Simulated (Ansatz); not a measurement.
## Computed energy against volume: Cu2O (cuprite type, space group Pn-3m)

Cu2O (cuprite type, space group Pn-3m)

```
Cu2O
1.0
    4.29909     0.00000     0.00000
    0.00000     4.29909     0.00000
    0.00000     0.00000     4.29909
Cu O
4 2
Direct
  0.75000   0.75000   0.75000
  0.75000   0.25000   0.25000
  0.25000   0.75000   0.25000
  0.25000   0.25000   0.75000
  0.00000   0.00000   0.00000
  0.50000   0.50000   0.50000
```

E(V) scan at fixed shape, V₀ the volume above. Symmetry pins the atoms to their sites.

These are PBE (plane waves to 420 eV, PAW, scalar-relativistic; Ansatz, a quantum-chemistry and plane-wave program) values and carry that method's errors. k mesh 8×8×8 (Γ-centred), Fermi-Dirac smearing 0.05 eV. E stands for the smeared free energy. Stress and pressure are positive under compression. Cu2O is run without spin polarisation. Cu2O was relaxed with its symmetry unable to fall. The PAW data are Ansatz's earlier set. The zero of ΔE is the relaxed starting cell.

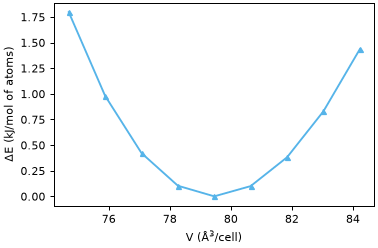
Fig. 1. ΔE (kJ/mol of atoms) against V (Å³/cell); one marker a computed point.

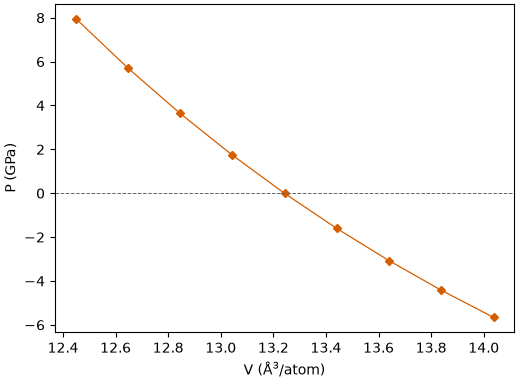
Figure: P (GPa) against V (Å³/atom); markers are the computed points, lines only join them.

The pressure at the smallest volume is 7.96 GPa and the energy cost of the largest compression comes out as 18.6 meV/atom. The pressure for 5 % compression (fit) is 6.5 GPa and the equilibrium volume of the fit comes out as 13.24 Å³/atom. The bulk modulus B₀ (third-order Birch-Murnaghan fit) is 111 GPa.

P = (3B₀/2)(x⁷ − x⁵)[1 + ¾(B₀′ − 4)(x² − 1)] with x = (1/0.95)^(1/3), B₀ = 111 GPa and B₀′ = 4.75.

(Under strain, the slope of the energy per volume gives the stress and its curvature an elastic modulus.)
